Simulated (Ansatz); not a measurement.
Geometry relaxation, with input and output: SiH₂BrOF₃ (part 1 of 2)

The run: geometry relaxation of SiH₂BrOF₃. Method and program: RKS B3LYP-D4/def2-SVP (Ansatz 0.2.0).

It belongs to a series of runs on one base structure; here: end point B relaxed.

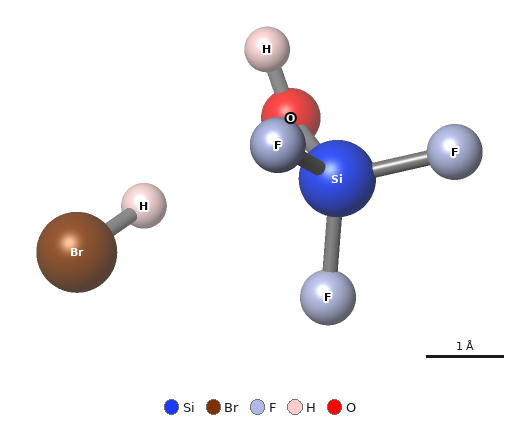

The input geometry (ball-and-stick view, seen at a tilt). Bond lengths as drawn: Br–H 1.48 Å, F–Si 1.59 to 1.60 Å, H–O 0.97 Å and O–Si 1.71 Å.

## The input
```yaml
crystal:
  periodic: [false, false, false]
  atoms:
    - { symbol: Si, position_ang: [-0.879741, -0.049782, -0.404482] }
    - { symbol: Br, position_ang: [2.674625, -0.684585, -0.206664] }
    - { symbol: F, position_ang: [-0.555856, -1.59933, -0.550492] }
    - { symbol: F, position_ang: [-0.258567, 0.802786, -1.601131] }
    - { symbol: F, position_ang: [-2.464208, 0.137096, -0.455533] }
    - { symbol: H, position_ang: [1.809191, -0.464886, 0.969027] }
    - { symbol: O, position_ang: [-0.257954, 0.455771, 1.1016] }
    - { symbol: H, position_ang: [-0.06749, 1.402831, 1.147574] }
basis:
  gaussian: { orbitals: def2-SVP }
hamiltonian:
  xc: b3lyp
  dispersion: d4
relax:
  f_tol: 0.03
  max_steps: 50
```

Launched with:
```bash
ansatz run input.yaml --threads 2 --pin off --max-ram 3072MiB --backend cpu --events-out ev --progress --plain --runs-dir out
```

## Log
```
The last accepted step is kept in [file] (removed where the run ends without a failure and the disk answers)
Engine: ansatz 0.2.0, x86_64-unknown-linux-gnu
Functional definition: B3LYP
  parameter a0 = 0.2
  parameter ax = 0.72
  parameter ac = 0.81
  exchange = (1 - a0 - ax)*slater_x + ax*b88_x + a0*exact_x
  correlation = (1 - ac)*vwn_rpa_c + ac*lyp_c
1159 factors; integrals over basis functions are off by at most 4.8e-4 eV
mean field evaluation 1: about -88135.5137 eV, gradient 6.7e1 eV
mean field evaluation 2: about -88125.4629 eV, gradient 1.0e2 eV
mean field evaluation 4: about -88142.5361 eV, gradient 3.8e0 eV
mean field evaluation 8: about -88142.5668 eV, gradient 1.6e-1 eV
mean field evaluation 16: about -88142.5668 eV, gradient 1.5e-5 eV
mean field -88142.56681618 eV, -3239.1795853168 hartree, gradient 1.5e-5 eV, S^2 0.000000; 0 other end points of the search recorded, 0 dependent functions left out
the calculation of the forces begins
reference -88142.56704770 eV, -3239.1795938252 hartree; 43, 43 occupied and 73, 73 virtual orbitals, 1159 factors
relax step   1: F+E_penalty+E_count = -88142.87688707 eV  Δ(F+E_penalty+E_count) = +0.000e0 eV  max|allowed force component| = 1.779e0 eV/Å  Δτ_max = 0.0000 Å  (26 SCF iters, accepted)
these checks for a lower state are left out or cut short: starts, cluster_reference, orbital_swaps, neighbouring_geometries, increment
1159 factors; integrals over basis functions are off by at most 4.4e-4 eV
mean field -88142.66683443 eV, -3239.1832609199 hartree, gradient 8.7e-5 eV, S^2 0.000000; 0 other end points of the search recorded, 0 dependent functions left out
[... from here on the field's lines of each further geometry are left out, up to the last ...]
relax step   2: F+E_penalty+E_count = -88142.96056167 eV  Δ(F+E_penalty+E_count) = -8.367e-2 eV  max|allowed force component| = 1.249e0 eV/Å  Δτ_max = 0.1942 Å  (25 SCF iters, accepted)
relax step   3: F+E_penalty+E_count = -88142.99197952 eV  Δ(F+E_penalty+E_count) = -3.142e-2 eV  max|allowed force component| = 2.874e-1 eV/Å  Δτ_max = 0.0799 Å  (26 SCF iters, accepted)
relax step   4: F+E_penalty+E_count = -88143.00442306 eV  Δ(F+E_penalty+E_count) = -1.244e-2 eV  max|allowed force component| = 1.551e-1 eV/Å  Δτ_max = 0.0976 Å  (25 SCF iters, accepted)
relax step   5: F+E_penalty+E_count = -88142.99316111 eV  Δ(F+E_penalty+E_count) = +1.126e-2 eV  max|allowed force component| = 8.408e-1 eV/Å  Δτ_max = 0.1950 Å  (28 SCF iters, rejected (line search))
relax step   6: F+E_penalty+E_count = -88143.01235791 eV  Δ(F+E_penalty+E_count) = -7.935e-3 eV  max|allowed force component| = 2.058e-1 eV/Å  Δτ_max = 0.0952 Å  (28 SCF iters, accepted)
relax step   7: F+E_penalty+E_count = -88143.01609192 eV  Δ(F+E_penalty+E_count) = -3.734e-3 eV  max|allowed force component| = 2.757e-1 eV/Å  Δτ_max = 0.0909 Å  (28 SCF iters, accepted)
relax step   8: F+E_penalty+E_count = -88143.02463798 eV  Δ(F+E_penalty+E_count) = -8.546e-3 eV  max|allowed force component| = 1.215e-1 eV/Å  Δτ_max = 0.1499 Å  (28 SCF iters, accepted)
relax step   9: F+E_penalty+E_count = -88143.02746279 eV  Δ(F+E_penalty+E_count) = -2.825e-3 eV  max|allowed force component| = 1.058e-1 eV/Å  Δτ_max = 0.1098 Å  (28 SCF iters, accepted)
relax step  10: F+E_penalty+E_count = -88143.02898826 eV  Δ(F+E_penalty+E_count) = -1.525e-3 eV  max|allowed force component| = 1.540e-1 eV/Å  Δτ_max = 0.0787 Å  (25 SCF iters, accepted)
relax step  11: F+E_penalty+E_count = -88143.03034922 eV  Δ(F+E_penalty+E_count) = -1.361e-3 eV  max|allowed force component| = 1.006e-1 eV/Å  Δτ_max = 0.0410 Å  (24 SCF iters, accepted)
relax step  12: F+E_penalty+E_count = -88143.03148241 eV  Δ(F+E_penalty+E_count) = -1.133e-3 eV  max|allowed force component| = 5.785e-2 eV/Å  Δτ_max = 0.0557 Å  (24 SCF iters, accepted)
relax step  13: F+E_penalty+E_count = -88143.03243512 eV  Δ(F+E_penalty+E_count) = -9.527e-4 eV  max|allowed force component| = 5.851e-2 eV/Å  Δτ_max = 0.0878 Å  (25 SCF iters, accepted)
relax step  14: F+E_penalty+E_count = -88143.03245811 eV  Δ(F+E_penalty+E_count) = -2.299e-5 eV  max|allowed force component| = 1.394e-1 eV/Å  Δτ_max = 0.0905 Å  (25 SCF iters, accepted)
relax step  15: F+E_penalty+E_count = -88143.03347527 eV  Δ(F+E_penalty+E_count) = -1.017e-3 eV  max|allowed force component| = 5.110e-2 eV/Å  Δτ_max = 0.0171 Å  (25 SCF iters, accepted)
relax step  16: F+E_penalty+E_count = -88143.03400175 eV  Δ(F+E_penalty+E_count) = -5.265e-4 eV  max|allowed force component| = 2.778e-2 eV/Å  Δτ_max = 0.0296 Å  (25 SCF iters, accepted)
relax step  17: F+E_penalty+E_count = -88143.03472197 eV  Δ(F+E_penalty+E_count) = -7.202e-4 eV  max|allowed force component| = 4.389e-2 eV/Å  Δτ_max = 0.0917 Å  (25 SCF iters, accepted)
relax step  18: F+E_penalty+E_count = -88143.02688977 eV  Δ(F+E_penalty+E_count) = +7.832e-3 eV  max|allowed force component| = 3.780e-1 eV/Å  Δτ_max = 0.1988 Å  (28 SCF iters, rejected (line search))
relax step  19: F+E_penalty+E_count = -88143.03435796 eV  Δ(F+E_penalty+E_count) = +3.640e-4 eV  max|allowed force component| = 1.126e-1 eV/Å  Δτ_max = 0.0131 Å  (25 SCF iters, rejected (line search))
relax step  20: F+E_penalty+E_count = -88143.03493341 eV  Δ(F+E_penalty+E_count) = -2.114e-4 eV  max|allowed force component| = 9.592e-3 eV/Å  Δτ_max = 0.0064 Å  (23 SCF iters, accepted)
relax step  21: F+E_penalty+E_count = -88143.03515737 eV  Δ(F+E_penalty+E_count) = -2.240e-4 eV  max|allowed force component| = 8.905e-3 eV/Å  Δτ_max = 0.0303 Å  (23 SCF iters, accepted)
relax step  22: F+E_penalty+E_count = -88143.03317684 eV  Δ(F+E_penalty+E_count) = +1.981e-3 eV  max|allowed force component| = 2.032e-1 eV/Å  Δτ_max = 0.1486 Å  (28 SCF iters, rejected (line search))
relax step  23: F+E_penalty+E_count = -88143.03544555 eV  Δ(F+E_penalty+E_count) = -2.882e-4 eV  max|allowed force component| = 3.673e-2 eV/Å  Δτ_max = 0.0601 Å  (23 SCF iters, accepted)
relax step  24: F+E_penalty+E_count = -88143.03549188 eV  Δ(F+E_penalty+E_count) = -4.634e-5 eV  max|allowed force component| = 6.222e-2 eV/Å  Δτ_max = 0.0528 Å  (24 SCF iters, accepted)
relax step  25: F+E_penalty+E_count = -88143.03568517 eV  Δ(F+E_penalty+E_count) = -1.933e-4 eV  max|allowed force component| = 3.214e-2 eV/Å  Δτ_max = 0.0055 Å  (22 SCF iters, accepted)
the calculation of the forces begins
reference -88142.77575121 eV, -3239.1872635376 hartree; 43, 43 occupied and 73, 73 virtual orbitals, 1159 factors
relax step  26: F+E_penalty+E_count = -88143.03583158 eV  Δ(F+E_penalty+E_count) = -1.464e-4 eV  max|allowed force component| = 3.943e-3 eV/Å  Δτ_max = 0.0168 Å  (25 SCF iters, accepted)
1159 factors; integrals over basis functions are off by at most 4.6e-4 eV
mean field evaluation 160: about -88135.9296 eV, gradient 6.6e1 eV
```

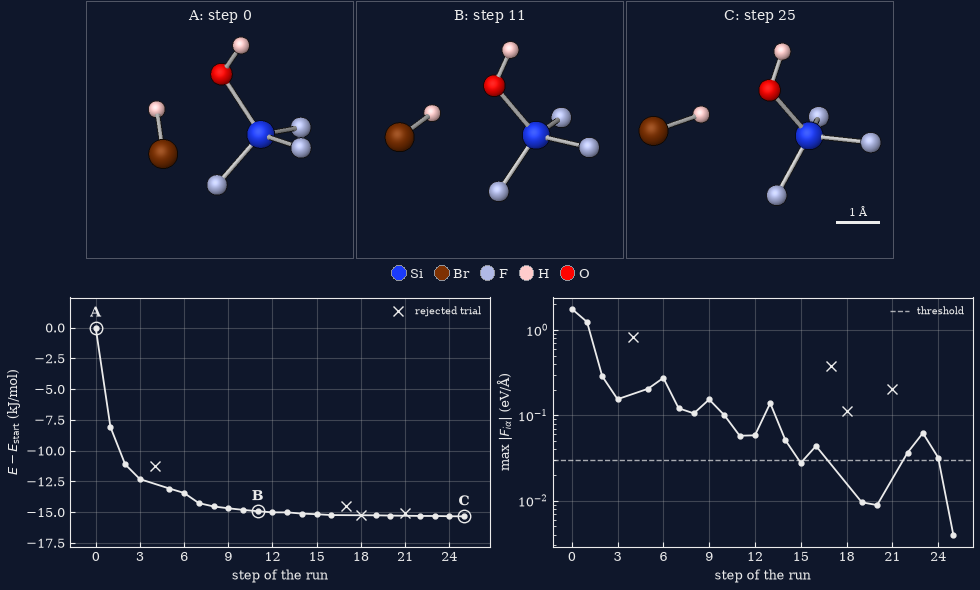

Frames of the relaxation (ball-and-stick view, seen at a tilt) above the curves, on which the letters mark them (the first geometry is step 0 here and step 1 in the log).

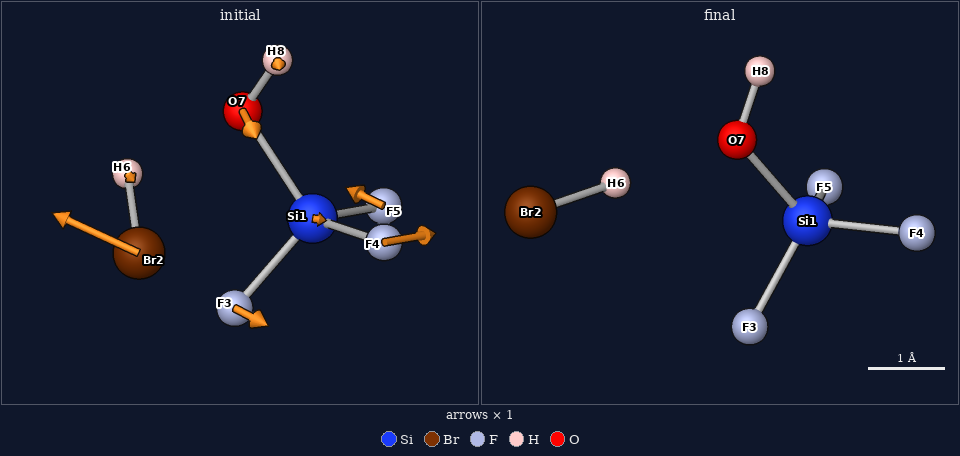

Before (left) and after (right) the relaxation, at one scale (ball-and-stick view, seen at a tilt). The orange arrows give the displacements, at true length. Br2 moves most after the best rigid fit: 1.29 Å. By element the largest moves are Br 1.29 Å, F 0.93 Å, O 0.67 Å, H 0.21 Å, Si 0.20 Å. Among the contacts that change: Si1–O7 1.706 → 1.633 Å, Br2–H6 1.476 → 1.436 Å. Among the angles that change: Si1–O7–H8 113.8° → 121.0°, F3–Si1–F4 111.9° → 109.6°. The energy falls by 15.3 kJ/mol in 25 geometry steps. The largest force component goes from 1.8 to 0.0039 eV/Å. The line search rejected the trial steps at points 4, 17, 18, 21 (counted from 0) and went back. (Atoms are counted from 1 in the order of the input.)

```
mean field -88142.77550276 eV, -3239.1872544074 hartree, gradient 5.9e-5 eV, S^2 0.000000; 1 other end points of the search recorded, 0 dependent functions left out
the calculation of the forces begins
reference -88142.77575121 eV, -3239.1872635376 hartree; 43, 43 occupied and 73, 73 virtual orbitals, 1159 factors
Total energy: -88143.03608002 eV, -3239.1968304451 hartree
Atom 0 at    -1.010730     0.023432    -0.525878 Å, force     0.002077    -0.003943    -0.002287 eV/Å
Atom 1 at     3.128769    -1.055942     0.928582 Å, force    -0.003146     0.001331     0.000335 eV/Å
Atom 2 at    -0.544766    -1.404771    -1.048216 Å, force    -0.000133     0.000372    -0.000453 eV/Å
Atom 3 at    -1.162975     1.023410    -1.762192 Å, force    -0.001302     0.000815     0.000594 eV/Å
Atom 4 at    -2.446518    -0.105552     0.161714 Å, force     0.000362     0.001291     0.001515 eV/Å
Atom 5 at     1.844874    -0.429238     0.781188 Å, force     0.000565    -0.000731     0.000284 eV/Å
Atom 6 at     0.124394     0.536909     0.530222 Å, force     0.001693     0.002447    -0.000420 eV/Å
Atom 7 at     0.066953     1.411653     0.934480 Å, force    -0.000117    -0.001582     0.000432 eV/Å
Dipole moment:    -0.297454     0.531640     0.172628 e Å
```

## Trajectory as extended XYZ (Å, eV, eV/Å), 26 frames, from step=1 to step=26
```
8
Properties=species:S:1:pos:R:3:forces:R:3 step=1 energy=-88142.87689
Si   -0.8797   -0.0498   -0.4045    0.6554   0.5341   1.7786
Br    2.6746   -0.6846   -0.2067   -0.4203   0.1349   0.8234
F    -0.5559   -1.5993   -0.5505   -0.0478  -0.0193  -0.0537
F    -0.2586    0.8028   -1.6011   -0.0172  -0.0067  -0.0216
F    -2.4642    0.1371   -0.4555   -0.0476   0.0164  -0.0191
H     1.8092   -0.4649    0.9690    0.5295  -0.1373  -0.8145
O    -0.2580    0.4558    1.1016   -0.6369  -0.5458  -1.7375
H    -0.0675    1.4028    1.1476   -0.0150   0.0237   0.0444
8
Properties=species:S:1:pos:R:3:forces:R:3 step=2 energy=-88142.96056
Si   -0.9335   -0.0423   -0.4111    0.4308   0.2785   1.2493
Br    2.8445   -0.6860   -0.1126   -0.1517   0.0512   0.2399
F    -0.6462   -1.5973   -0.5828    0.0089   0.0016  -0.0723
F    -0.3220    0.8073   -1.6152    0.0185  -0.0179  -0.0568
F    -2.5156    0.1776   -0.4285   -0.0303   0.0081  -0.0336
H     1.9264   -0.4652    0.9776    0.1127  -0.0453  -0.2406
O    -0.2750    0.4300    1.0568   -0.3795  -0.2442  -1.1649
H    -0.0785    1.3758    1.1157   -0.0095  -0.0321   0.0791
8
Properties=species:S:1:pos:R:3:forces:R:3 step=3 energy=-88142.99198
Si   -0.9133   -0.0410   -0.3979   -0.0777  -0.1272   0.1144
Br    2.8149   -0.6734   -0.0720    0.2874  -0.0511  -0.2135
F    -0.6229   -1.5943   -0.5920   -0.0161   0.0276  -0.0572
F    -0.3289    0.8147   -1.6125   -0.0024  -0.0129  -0.0678
F    -2.4983    0.1724   -0.3897    0.0120  -0.0018  -0.0308
H     1.8521   -0.4644    0.9482   -0.2560   0.0382   0.2100
O    -0.2394    0.4182    1.0204    0.0405   0.2162  -0.0898
H    -0.0640    1.3677    1.0955    0.0124  -0.0889   0.1346
8
Properties=species:S:1:pos:R:3:forces:R:3 step=4 energy=-88143.00442
Si   -0.9269   -0.0338   -0.4042   -0.0791  -0.0683  -0.0660
Br    2.8832   -0.6860   -0.0035    0.1551  -0.0259  -0.0844
F    -0.6195   -1.5810   -0.6216   -0.0040   0.0350  -0.0154
F    -0.3939    0.8302   -1.6395   -0.0112  -0.0437   0.0122
F    -2.5146    0.1562   -0.3538    0.0401  -0.0020   0.0090
H     1.8357   -0.4929    0.9430   -0.1478   0.0245   0.0792
O    -0.2122    0.4290    0.9902    0.0326   0.1498  -0.0285
H    -0.0518    1.3782    1.0894    0.0143  -0.0694   0.0939
8
Properties=species:S:1:pos:R:3:forces:R:3 step=5 energy=-88142.99316 accepted=F
Si   -0.9405   -0.0253   -0.4072   -0.1811   0.0533  -0.4032
Br    3.0169   -0.7059    0.1370   -0.8408   0.1123   0.4759
F    -0.6109   -1.5641   -0.6550    0.0128   0.0686   0.0533
F    -0.4792    0.8450   -1.6741   -0.0468  -0.1298   0.2132
F    -2.5306    0.1344   -0.2945    0.1664  -0.0054   0.0586
H     1.7366   -0.5177    0.8482    0.8324  -0.0853  -0.4528
O    -0.1660    0.4432    0.9509    0.0486   0.0789   0.0217
H    -0.0263    1.3901    1.0944    0.0086  -0.0925   0.0332
8
Properties=species:S:1:pos:R:3:forces:R:3 step=6 energy=-88143.01236
Si   -0.9346   -0.0324   -0.4086   -0.0596   0.0071  -0.1141
Br    2.9457   -0.6969    0.0675   -0.2058   0.0365   0.1788
F    -0.6245   -1.5766   -0.6411    0.0053   0.0338   0.0137
F    -0.4308    0.8319   -1.6578   -0.0196  -0.0587   0.0745
F    -2.5215    0.1525   -0.3250    0.0669   0.0010   0.0331
H     1.7819   -0.4785    0.8940    0.2053  -0.0318  -0.1744
O    -0.1860    0.4269    0.9714    0.0081   0.0653  -0.0629
H    -0.0303    1.3729    1.0995   -0.0006  -0.0532   0.0512
```
